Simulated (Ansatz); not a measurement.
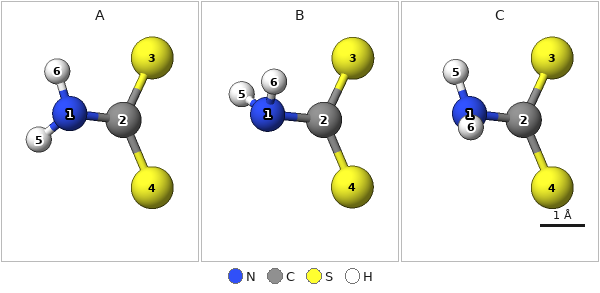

3 geometries from a converged minimum-energy path of CH2NS2 (charge −1), shuffled. The picture is a ball-and-stick view, seen at a tilt.

Computed with RKS PBE0/6-31G* (Ansatz 0.2.0). Run with 5 movable images; climbing image; force threshold 0.05 eV/Å; iteration limit 60; starting path through a guess of the saddle point.

Which frame is the transition state?

Answer. B. In order along the path, whose images run from 0 to 6: C (image 1, +4.7 kcal/mol), B (image 3, +15.8 kcal/mol), A (image 5, +4.7 kcal/mol). The motion is a rotation about the N1–C2 bond by about 180°. No bond forms or breaks between the ends. Bond angles that change up to the highest image, for instance: H5–N1–H6 117.8° → 101.6°, C2–N1–H5 115.6° → 104.1°.

Limits of the set-up: the basis has no diffuse functions, which an anion needs.
